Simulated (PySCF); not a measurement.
# Si2H5OF (SMILES O[SiH](F)[SiH3]): levels of theory compared

We compute a comparison of 6 runs (HF/3-21G, B3LYP/6-31G*, B3LYP/def2-SVP, PBE0/def2-SVP, M06-2X/6-311+G**, PBE0/def2-TZVP) of Si2H5OF. 

The calculation is run with PySCF 2.14.0.

## Step 1: The system as given

Si2H5OF has 9 atoms, charge 0, and is taken as a singlet. SMILES: `O[SiH](F)[SiH3]`. Geometry: relaxed at PBE0-D4/def2-TZVP. This is one conformer, not always the lowest.

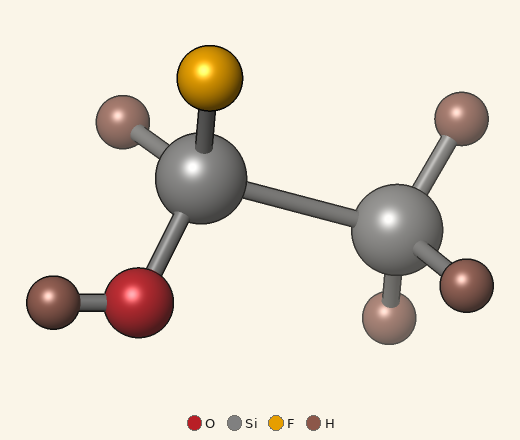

The structure, seen from a chosen angle (oxygen red, silicon grey, fluorine amber, hydrogen brown).

## Step 2: Energy and gradient at HF/3-21G (run 1)

input.py

```python
import pyscf.grad
from pyscf import gto, scf

mol = gto.Mole()
mol.atom = '''
O     -0.741718    -1.154245     3.341225
Si    -1.571307    -0.303490     0.486982
F     -3.355398     2.142571     0.603579
Si     2.144839     0.701277    -1.685069
H     -1.985157    -1.900309     4.427628
H     -3.145638    -2.296773    -0.719230
H      1.509324     1.626298    -4.261710
H      3.744870    -1.597197    -1.915993
H      3.567425     2.693994    -0.309537
'''
mol.unit = 'bohr'
mol.spin = 0
mol.basis = '3-21g'
mol.max_memory = 1860
mol.verbose = 4
mol.build()

mf = scf.RHF(mol)
mf.conv_tol = 1e-10
mf.kernel()
if not mf.converged:
    mf = mf.newton().run(mf.mo_coeff, mf.mo_occ)

energy = mf.e_tot
print('Final energy', energy)
grad = mf.Gradients().kernel()
dip = mf.dip_moment()
pop, q = mf.mulliken_pop()
```

The run is started by

```bash
$ OMP_NUM_THREADS=1 python input.py
```

The program printed:

```text
PySCF version 2.14.0

[... 63 lines left out ...]
converged SCF energy = -751.129727637625
Final energy -751.1297276376246
[... 11 lines left out ...]
Dipole moment(X, Y, Z, Debye): -0.59644, -1.87202,  0.15934
[... 64 lines left out ...]
charge of    8H =     -0.13944
```

It took 2.8 s on 1 thread of Intel Xeon at 2.70GHz, shared host; peak memory 0.12 GiB.

## Step 3: Energy and forces at B3LYP/6-31G(d) (Cartesian functions) (run 2)

run.py

```python
from pyscf import gto, dft

mol = gto.M(
    atom='''
O     -0.741718    -1.154245     3.341225
Si    -1.571307    -0.303490     0.486982
F     -3.355398     2.142571     0.603579
Si     2.144839     0.701277    -1.685069
H     -1.985157    -1.900309     4.427628
H     -3.145638    -2.296773    -0.719230
H      1.509324     1.626298    -4.261710
H      3.744870    -1.597197    -1.915993
H      3.567425     2.693994    -0.309537
''',
    basis='6-31g*',
    verbose=3,
    unit='bohr',
    max_memory=1860,
    cart=True,
    spin=0,
)

ks = dft.RKS(mol, xc='b3lyp')
ks.conv_tol = 1e-10
ks.grids.level = 5
ks.kernel()
if not ks.converged:
    ks = ks.newton().run(ks.mo_coeff, ks.mo_occ)

energy = ks.e_tot
print(f'total energy: {energy:.8f} hartree')
grad = ks.nuc_grad_method().kernel()
dip = ks.dip_moment()
pop, q = ks.mulliken_pop()
```

The run is started by

```bash
$ OMP_NUM_THREADS=1 python run.py
```

The program printed:

```text
converged SCF energy = -757.150292817814
total energy: -757.15029282 hartree
[... 8 lines left out ...]
Dipole moment(X, Y, Z, Debye): -0.49921, -1.42379,  0.43563
[... 88 lines left out ...]
charge of    8H =     -0.04265
```

Wall time 52 s (1 thread of Intel Xeon at 2.70GHz, shared host); peak memory 0.77 GiB.

Runs 3 to 5 aren't shown in full; the table further down has their settings and results.

## Step 4: Energy and forces at PBE0/def2-TZVP (run 6)

input.py

```python
import pyscf.grad
from pyscf import gto, dft

mol = gto.Mole()
mol.atom = '''
O   -0.392500  -0.610800   1.768100
Si  -0.831500  -0.160600   0.257700
F   -1.775600   1.133800   0.319400
Si   1.135000   0.371100  -0.891700
H   -1.050500  -1.005600   2.343000
H   -1.664600  -1.215400  -0.380600
H    0.798700   0.860600  -2.255200
H    1.981700  -0.845200  -1.013900
H    1.887800   1.425600  -0.163800
'''
mol.basis = 'def2-tzvp'
mol.verbose = 3
mol.charge = 0
mol.max_memory = 1860
mol.build()

ks = dft.RKS(mol)
ks.xc = 'pbe0'
ks.conv_tol = 1e-10
ks.grids.level = 5
ks.kernel()
if not ks.converged:
    ks = ks.newton().run(ks.mo_coeff, ks.mo_occ)

etot = ks.e_tot
print('E(%s) = %.9f' % ('PBE0', etot))
grad = ks.Gradients().kernel()
ks.analyze()
```

The run is started by

```bash
$ OMP_NUM_THREADS=1 python input.py
```

The program printed:

```text
converged SCF energy = -756.839221250113
[... 15 lines left out ...]
MO #6   energy= -5.32482837238729  occ= 2
[... 19 lines left out ...]
MO #26  energy= -0.00897605420761194 occ= 0
[... 19 lines left out ...]
MO #46  energy= 0.357896053857461  occ= 0
[... 19 lines left out ...]
MO #66  energy= 0.906169236659143  occ= 0
[... 19 lines left out ...]
MO #86  energy= 1.33945148897694   occ= 0
[... 19 lines left out ...]
MO #106 energy= 2.03517768485941   occ= 0
[... 19 lines left out ...]
MO #126 energy= 2.91274935644587   occ= 0
[... 19 lines left out ...]
MO #146 energy= 6.49639935894052   occ= 0
[... 19 lines left out ...]
MO #166 energy= 57.012032026908    occ= 0
[... 10 lines left out ...]
Dipole moment(X, Y, Z, Debye): -0.30599, -1.39177,  0.37727
```

Wall time 2.8 min (1 thread of Intel Xeon at 2.70GHz, shared host); peak memory 2.1 GiB.

## Step 5: All runs side by side

| run | level | Cartesian functions | integration grid | energy (Eh) | dipole moment (D) | HOMO energy (eV) | LUMO energy (eV) | wall time |
| --- | --- | --- | --- | --- | --- | --- | --- | --- |
| 1 | HF/3-21G | no | – | -751.129728 | 1.97 | -11.19 | 3.75 | 2.8 s |
| 2 | B3LYP/6-31G* (Cartesian functions) | yes | 5 | -757.150293 | 1.57 | -7.93 | 0.11 | 52 s |
| 3 | B3LYP/def2-SVP | no | 5 | -756.867928 | 1.54 | -8.00 | 0.04 | 44 s |
| 4 | PBE0/def2-SVP | no | 5 | -756.402925 | 1.56 | -8.24 | 0.20 | 59 s |
| 5 | M06-2X/6-311+G** | no | 5 | -757.114409 | 1.63 | -9.50 | -0.10 | 1.8 min |
| 6 | PBE0/def2-TZVP | no | 5 | -756.839221 | 1.47 | -8.30 | -0.24 | 2.8 min |

## Step 6: What came out

| quantity | value |
| --- | --- |
| run 6: total energy | -756.83922 Eh |
| run 6: dipole moment | 1.47 D |
| run 6: HOMO energy | -8.30 eV |
| run 6: LUMO energy | -0.24 eV |
| run 6: HOMO–LUMO gap | 8.05 eV |
| run 6: largest force on an atom | 0.013 eV/Å |

The dipole moment (its size) runs from 1.47 D (PBE0/def2-TZVP) to 1.97 D (HF/3-21G). The two ends differ in method and basis. The HOMO–LUMO gap runs from 8.04 eV (B3LYP/6-31G*) to 14.93 eV (HF/3-21G). Totals of different functionals can't be ranked against each other. All runs together took 7.3 min, the longest 2.8 min.
